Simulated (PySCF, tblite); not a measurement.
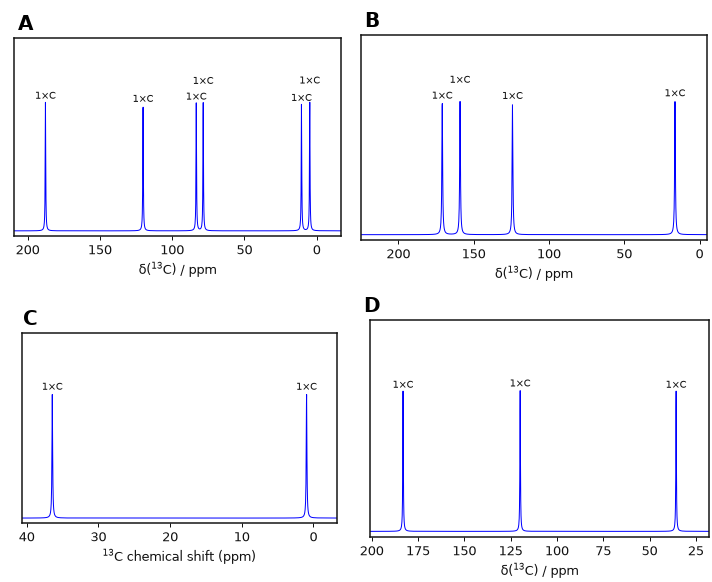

GIAO shifts, PBE0/pcSseg-1 with PySCF, at a GFN2-xTB geometry (a minimum by its frequencies), against TMS for ¹³C computed at the same level. Gas phase, fully decoupled, line heights follow the number of nuclei, widths are arbitrary (no quadrupolar broadening); values of one conformer, averaged over methyl-type rotors and exact or near symmetry; other conformers aren't averaged in.

### Assign the panels.
1. C₃H₇Cl₂FSi₂, SMILES F/C(=C/[SiH3])[Si@@H](Cl)CCl
2. C₆H₁₀ClFSi₂, SMILES CC#CC[Si@H](Cl)/C(F)=C/[SiH3]
3. C₂H₅Cl₂FSi, SMILES C[Si@](F)(Cl)CCl
4. C₄H₇NS₂Si, SMILES [SiH3]CSc1ccsn1

A: 2 (187.7 (1 C), 120.2 (1 C), 83.3 (1 C), 78.6 (1 C), 10.6 (1 C), 4.8 (1 C) ppm)
B: 4 (170.9 (1 C), 159.0 (1 C), 124.2 (1 C), 16.3 (1 C) ppm)
C: 3 (36.4 (1 C), 1.0 (1 C) ppm)
D: 1 (183.1 (1 C), 119.9 (1 C), 35.7 (1 C) ppm)

Limits of at least one run: the tight-binding geometry is rougher than a DFT one and adds to the error.
